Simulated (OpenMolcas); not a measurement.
**C2H5Si (SMILES C=C[SiH2]): levels of theory compared**

Wanted: a comparison of 6 runs (UHF/STO-3G, UHF/aug-cc-pVDZ, UM06-2X/aug-cc-pVDZ, UPBE/aug-cc-pVDZ, UPBE0/aug-cc-pVDZ, UTPSS/aug-cc-pVDZ) of C2H5Si. 

The calculation is run with OpenMolcas 26.06.

## 1. The molecule

C2H5Si: 8 atoms, total charge 0, spin state doublet. As SMILES, `C=C[SiH2]`. The coordinates come from a PBE0-D4/def2-TZVP relaxation.

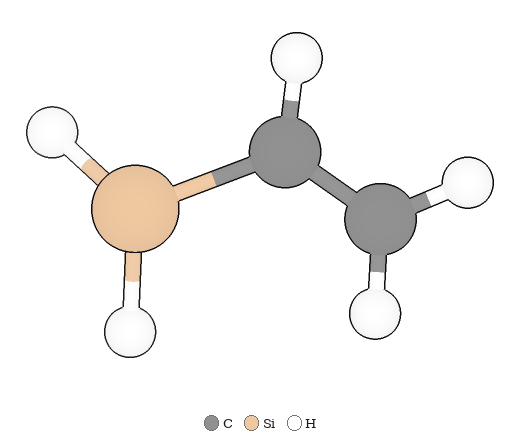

Viewed from a chosen angle; carbon grey, silicon light orange, hydrogen white.

## 2. Energy and forces at UHF/STO-3G (run 1)

File run.inp:

```
&GATEWAY
 BasLib = $CurrDir
 Coord
 8
 angstrom
 C       -0.408600       0.930200      -0.877900
 C       -0.357700       0.348900       0.326600
 Si       0.886400      -0.913500       0.807600
 H        0.266200       0.644900      -1.679900
 H       -1.129000       1.708400      -1.111700
 H       -1.056700       0.689200       1.089200
 H        1.531500      -1.544100      -0.375100
 H        0.360000      -1.921200       1.765400
 Basis = STO-3G
 Group = NoSym

&SEWARD

&SCF
 UHF
 Spin = 2
 Thresholds = 1e-10 1e-07 1e-07 1e-05
 PrOrbitals = 1 1

&ALASKA
```

The basis set STO-3G is read from a file made from the Basis Set Exchange's data (not shown).

Started as:

```sh
$ export MOLCAS_MEM=1860
$ pymolcas run.inp > run.log
```

What it wrote:

```text
--- Start Module: gateway ---
[...]
--- Stop Module: gateway /rc=_RC_ALL_IS_WELL_ ---
[...]
      Basis functions           24
[...]
--- Start Module: scf ---
[...]
       Convergence after  18 Iterations
[...]
::    Total SCF energy                               -363.2317685939
[...]
      Total spin, S                                     0.6453060363
[...]
      Total electronic charge=   31.000000
      Total            charge=   -0.000000
[...]
      Dipole Moment (debye):
      Origin of the operator (angstrom)=    0.2732   -0.1865    0.2747
                   X=  5.0129E-01               Y=  1.5830E-01               Z=  4.7218E-01           Total=  7.0661E-01
      Quadrupole Moment (debye*angstrom):
[...]
--- Stop Module: scf /rc=_RC_ALL_IS_WELL_ ---
--- Start Module: alaska ---
[...]
 *              Molecular gradients               *
 **************************************************
  Irreducible representation: a
 ------------------------------------------------------------------------------------------
                              X                       Y                       Z
 ------------------------------------------------------------------------------------------
  C1                2.30492010988548E-03   -1.52168029151429E-02    2.56640856914991E-02
  C2               -3.52732237007691E-03    2.47321013120325E-02   -3.00453565604410E-02
  SI3              -6.17246874182698E-03    2.21388285019781E-02    7.47076382304535E-04
  H4                3.15701797402346E-03   -2.46207751840555E-03   -1.21009185498577E-03
  H5               -2.96592159004172E-03    1.75253799803698E-03    1.66241456883431E-03
  H6               -2.74990220535587E-03    5.00438136844084E-04    4.23265236190051E-03
  H7                1.82788502720275E-02   -1.11959962724590E-02   -2.44034848864199E-02
  H8               -8.32517344866535E-03   -2.02490292428656E-02    2.33527042972952E-02
[...]
--- Stop Module: alaska /rc=_RC_ALL_IS_WELL_ ---
[...]
```

Wall time 1.5 s (1 thread of Intel Xeon 6975P-C (Granite Rapids), shared host); peak memory 0.37 GiB.

## 3. Energy and gradient at UHF/aug-cc-pVDZ (run 2)

File input.xyz:

```xyz
8

C     -0.408600     0.930200    -0.877900
C     -0.357700     0.348900     0.326600
Si     0.886400    -0.913500     0.807600
H      0.266200     0.644900    -1.679900
H     -1.129000     1.708400    -1.111700
H     -1.056700     0.689200     1.089200
H      1.531500    -1.544100    -0.375100
H      0.360000    -1.921200     1.765400
```

File job.input:

```
>>> EXPORT MOLCAS_PRINT=2

&GATEWAY
  BasLib = $CurrDir
  Coord = input.xyz
  Basis = aug-cc-pVDZ
  Group = NoSym

&SEWARD

&SCF
  UHF
  Spin = 2
  Thresholds = 1e-10 1e-07 1e-07 1e-05
  PrOrbitals = 1 1

&ALASKA
```

The basis set aug-cc-pVDZ is read from a file made from the Basis Set Exchange's data (not shown).

Started as:

```sh
$ export MOLCAS_MEM=1860
$ pymolcas job.input > job.log
```

What it wrote:

```text
--- Start Module: gateway ---
[...]
--- Stop Module: gateway /rc=_RC_ALL_IS_WELL_ ---
[...]
      Basis functions          118
[...]
--- Start Module: scf ---
[...]
       Convergence after  18 Iterations
[...]
::    Total SCF energy                               -367.5238456870
[...]
      Total spin, S                                     0.5702225069
[...]
      Total electronic charge=   31.000000
      Total            charge=   -0.000000
[...]
      Dipole Moment (debye):
      Origin of the operator (angstrom)=    0.2732   -0.1865    0.2747
                   X= -5.2010E-01               Y=  5.0276E-01               Z= -3.6534E-01           Total=  8.1039E-01
      Quadrupole Moment (debye*angstrom):
[...]
--- Stop Module: scf /rc=_RC_ALL_IS_WELL_ ---
[...]
--- Start Module: alaska ---
[...]
 *              Molecular gradients               *
 **************************************************
  Irreducible representation: a
 ------------------------------------------------------------------------------------------
                              X                       Y                       Z
 ------------------------------------------------------------------------------------------
  C1                1.34893839304484E-03   -8.24205320895821E-03    1.55544963841039E-02
  C2                6.92222348007832E-03    1.45609813289305E-03   -1.23341609937421E-02
  SI3              -8.28778503502203E-03    5.48215212705028E-03   -3.70717444601176E-03
  H4                1.69731231272463E-03   -7.56914252926955E-04   -1.45183524716064E-03
  H5               -1.74637833224001E-03    1.32027717760730E-03   -3.00331058861181E-04
  H6               -1.02627438963854E-03    3.61583682260136E-05    1.71049805318768E-03
  H7                6.06683659240659E-04    4.66240937005313E-04   -1.03115349605165E-04
  H8                4.85279911862979E-04    2.38040719101829E-04    6.31622658111564E-04
[...]
--- Stop Module: alaska /rc=_RC_ALL_IS_WELL_ ---
[...]
```

Run time: 21 s. Hardware: 1 thread of Intel Xeon 6975P-C (Granite Rapids), shared host; peak memory 0.73 GiB.

Runs 3 to 4 aren't shown in full; the table further down has their settings and results.

## 4. Energy and gradient at UPBE0/aug-cc-pVDZ (run 5)

File test.input:

```
>>> EXPORT MOLCAS_PRINT=2

&GATEWAY
  BasLib=$CurrDir
  Coord
  8
  bohr
  C     -0.77214209     1.75782324    -1.65899056
  C     -0.67595503     0.65932544     0.61718455
  Si     1.67505324    -1.72626481     1.52614282
  H      0.50304509     1.21868438    -3.17455092
  H     -2.13350079     3.22840811    -2.10080853
  H     -1.99687360     1.30239925     2.05828969
  H      2.89411556    -2.91792611    -0.70883627
  H      0.68030140    -3.63054183     3.33612250
  Basis=aug-cc-pVDZ
  Group=NoSym

&SEWARD
  GridInput
  Grid=UltraFine
  End of Grid

&SCF
  UHF
  Spin=2
  KSDFT=PBE0
  Thresholds=1e-10 1e-07 1e-07 1e-05
  PrOrbitals=1 2

&ALASKA
```

The basis set aug-cc-pVDZ is read from a file made from the Basis Set Exchange's data (not shown).

Started as:

```sh
$ export MOLCAS_MEM=1860
$ pymolcas test.input > test.log
```

What it wrote:

```text
--- Start Module: gateway ---
[...]
--- Stop Module: gateway /rc=_RC_ALL_IS_WELL_ ---
[...]
      Basis functions          118
[...]
--- Start Module: scf ---
[...]
       Convergence after  17 Iterations
[...]
::    Total KS-DFT energy                            -368.4156310882
[...]
      Total spin, S                                     0.5066879812
[...]
      Total electronic charge=   31.000000
      Total            charge=   -0.000000
[...]
      Dipole Moment (debye):
      Origin of the operator (angstrom)=    0.2732   -0.1865    0.2747
                   X= -4.4536E-01               Y=  4.6985E-01               Z= -2.9921E-01           Total=  7.1318E-01
      Quadrupole Moment (debye*angstrom):
[...]
--- Stop Module: scf /rc=_RC_ALL_IS_WELL_ ---
[...]
--- Start Module: alaska ---
[...]
 *              Molecular gradients               *
 **************************************************
  Irreducible representation: a
 ------------------------------------------------------------------------------------------
                              X                       Y                       Z
 ------------------------------------------------------------------------------------------
  C1                1.09315923405351E-04   -2.70352138433649E-03    5.66918761447610E-03
  C2                8.90306684150133E-04    1.49361311417451E-03   -4.80018476209015E-03
  SI3              -3.62922002083099E-03    6.65154645487220E-04   -2.33238708940142E-03
  H4               -2.87217700773690E-03    1.10138433794971E-03    3.56125201273882E-03
  H5                3.20715631229551E-03   -3.36093266391235E-03    1.02788260465864E-03
  H6                3.02572537615209E-03   -1.41623079399933E-03   -3.51192096431374E-03
  H7               -1.89288936207532E-03    1.59372658961665E-03    3.08087044244365E-03
  H8                1.16178209459539E-03    2.62680615503674E-03   -2.69469985845383E-03
[...]
--- Stop Module: alaska /rc=_RC_ALL_IS_WELL_ ---
[...]
```

Run time: 84 s. Hardware: 1 thread of Intel Xeon 6975P-C (Granite Rapids), shared host; peak memory 0.73 GiB.

## 5. A single-point energy at UTPSS/aug-cc-pVDZ (run 6)

File run.input:

```
&GATEWAY
 BasLib = $CurrDir
 Coord
 8
 angstrom
 C       -0.408600       0.930200      -0.877900
 C       -0.357700       0.348900       0.326600
 Si       0.886400      -0.913500       0.807600
 H        0.266200       0.644900      -1.679900
 H       -1.129000       1.708400      -1.111700
 H       -1.056700       0.689200       1.089200
 H        1.531500      -1.544100      -0.375100
 H        0.360000      -1.921200       1.765400
 Basis = aug-cc-pVDZ
 Group = NoSym

&SEWARD
 GridInput
 Grid=UltraFine
 End of Grid

&SCF
 UHF
 Spin = 2
 KSDFT = 2
 1.0 MGGA_X_TPSS
 1.0 MGGA_C_TPSS
 Thresholds = 1e-10 1e-07 1e-07 1e-05
 PrOrbitals = 1 2
```

The basis set aug-cc-pVDZ is read from a file made from the Basis Set Exchange's data (not shown).

Started as:

```sh
$ export MOLCAS_MEM=1860
$ pymolcas run.input > run.log
```

What it wrote:

```text
--- Start Module: gateway ---
[...]
--- Stop Module: gateway /rc=_RC_ALL_IS_WELL_ ---
--- Start Module: seward ---
[...]
      Basis functions          118
--- Stop Module: seward /rc=_RC_ALL_IS_WELL_ ---
[...]
--- Start Module: scf ---
[...]
       Convergence after  18 Iterations
[...]
::    Total KS-DFT energy                            -368.6830125210
[...]
      Total spin, S                                     0.5042343484
[...]
      Total electronic charge=   31.000000
      Total            charge=   -0.000000
[...]
      Dipole Moment (debye):
      Origin of the operator (angstrom)=    0.2732   -0.1865    0.2747
                   X= -4.5336E-01               Y=  4.7794E-01               Z= -3.0506E-01           Total=  7.2596E-01
      Quadrupole Moment (debye*angstrom):
[...]
--- Stop Module: scf /rc=_RC_ALL_IS_WELL_ ---
[...]
```

It took 1.9 min on 1 thread of Intel Xeon 6975P-C (Granite Rapids), shared host; peak memory 0.73 GiB.

## 6. All runs side by side

| run | level | task | integration grid | energy (Eh) | dipole moment (D) | HOMO energy (eV) | LUMO energy (eV) | wall time |
| --- | --- | --- | --- | --- | --- | --- | --- | --- |
| 1 | UHF/STO-3G | gradient | – | -363.231769 | 0.71 | -6.27 | 6.57 | 1.5 s |
| 2 | UHF/aug-cc-pVDZ | gradient | – | -367.523846 | 0.81 | -8.39 | 0.93 | 21 s |
| 3 | UM06-2X/aug-cc-pVDZ | energy | UltraFine | -368.571011 | 0.61 | -6.52 | -2.16 | 98 s |
| 4 | UPBE/aug-cc-pVDZ | gradient | UltraFine | -368.373326 | 0.68 | -4.77 | -3.33 | 84 s |
| 5 | UPBE0/aug-cc-pVDZ | gradient | UltraFine | -368.415631 | 0.71 | -5.76 | -2.39 | 84 s |
| 6 | UTPSS/aug-cc-pVDZ | energy | UltraFine | -368.683013 | 0.73 | -4.86 | -3.21 | 1.9 min |

## 7. Summary of results

```
                                 quantity          value
                      run 6: total energy  -368.68301 Eh
                     run 6: dipole moment         0.73 D
run 6: HOMO energy (highest over α and β)       -4.86 eV
 run 6: LUMO energy (lowest over α and β)       -3.21 eV
                              run 6: ⟨S²⟩          0.758
```

**Reading.** The dipole moment (its size) runs from 0.61 D (UM06-2X/aug-cc-pVDZ) to 0.81 D (UHF/aug-cc-pVDZ). Totals of different functionals can't be ranked against each other. In run 1 the basis is minimal, so the values are rough. Spin contamination of the reference: run 1 ⟨S²⟩ = 1.06, run 2 ⟨S²⟩ = 0.90. All runs together took 6.7 min, the longest 1.9 min.
